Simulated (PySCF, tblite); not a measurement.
# C₆H₁₃BSi: geometry, infrared bands and NMR shifts

What infrared bands and NMR shifts should C₆H₁₃BSi (`C=C/C=C(/C)B(C)[SiH3]`) show?

Programs: tblite 0.8.0 and PySCF 2.14.0, with density-fitted response routines of our own. Each step states its level of theory. These are calculated values for one molecule in the gas phase, unless marked as measured. Atoms count from 0, in the outputs and in this text.

## 1. Starting geometry

21 atoms, charge 0, multiplicity 1; geometry from: force field or distance geometry start.

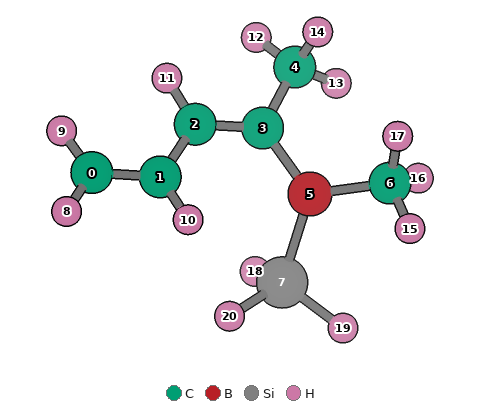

As it starts; carbon teal, boron red, silicon grey, hydrogen pink, atoms numbered.

## 2. Relaxing the molecule with GFN2-xTB

The job: settings as JSON, then the geometry in Å.

```
{"job": {"kind": "relax", "xc": "GFN2-xTB", "basis": "xTB"}, "charge": 0, "multiplicity": 1}
C      3.214400    -1.082200     0.616600
C      1.975400    -0.812600     0.162500
C      1.397000     0.525300     0.326000
C      0.111600     0.848600     0.009600
C     -0.310300     2.284000     0.062600
B     -0.963100    -0.231300    -0.457200
C     -2.062100     0.186800    -1.527100
Si    -1.411500    -1.684500     0.761300
H      3.634500    -2.069700     0.486300
H      3.792100    -0.322500     1.121800
H      1.436700    -1.608100    -0.333200
H      2.043800     1.319400     0.659500
H      0.246900     2.850300     0.841800
H     -1.385300     2.376000     0.295300
H     -0.124200     2.760500    -0.932600
H     -2.441600    -0.720900    -2.030200
H     -2.905900     0.692700    -1.007500
H     -1.623700     0.865400    -2.275000
H     -1.488700    -1.165600     2.136100
H     -2.723300    -2.236500     0.385600
H     -0.421700    -2.758300     0.697200
```

The run is started by

```
OMP_NUM_THREADS=1 python probes_run.py task.json out
```

One launch serves the whole session: the jobs run in the order shown.

**Question.** This job is followed by: GFN2-xTB harmonic vibrations, gas phase; GIAO PBE0/pcSseg-1 NMR shielding, non-relativistic, gas phase. What will the session give for the following? strongest single infrared mode (GFN2-xTB); zero-point energy (GFN2-xTB); ¹³C shifts against TMS (PBE0/pcSseg-1); ¹H shifts against TMS (PBE0/pcSseg-1, means over atoms taken as alike); ¹¹B shifts against BF3·OEt2 (PBE0/pcSseg-1); ²⁹Si shifts against TMS (PBE0/pcSseg-1).

As calculated:

| quantity | value |
| --- | --- |
| strongest single infrared mode (GFN2-xTB) | 2170 cm⁻¹, 400 km/mol |
| zero-point energy (GFN2-xTB) | 103.4 kcal/mol |
| ¹³C shifts against TMS (PBE0/pcSseg-1) | 165.2, 145.0, 142.3, 123.2, 23.4, 21.3 ppm |
| ¹H shifts against TMS (PBE0/pcSseg-1, means over atoms taken as alike) | 6.42, 6.33, 5.39, 5.34, 3.70, 1.96, 1.48 ppm |
| ¹¹B shifts against BF3·OEt2 (PBE0/pcSseg-1) | 103.8 ppm |
| ²⁹Si shifts against TMS (PBE0/pcSseg-1) | -113.2 ppm |

What this shows: The optimisation took 159 steps and gained 0.326 eV; among the close pairs (by a distance rule), C3–B5 changed most, from 1.593 to 1.554 Å. All 57 modes are real, so the xTB geometry is a minimum. The strongest single mode, at 2170 cm⁻¹, moves mainly H20. Unscaled tight-binding wavenumbers are off by several per cent, some by more. Its intensities can rank the bands wrongly.
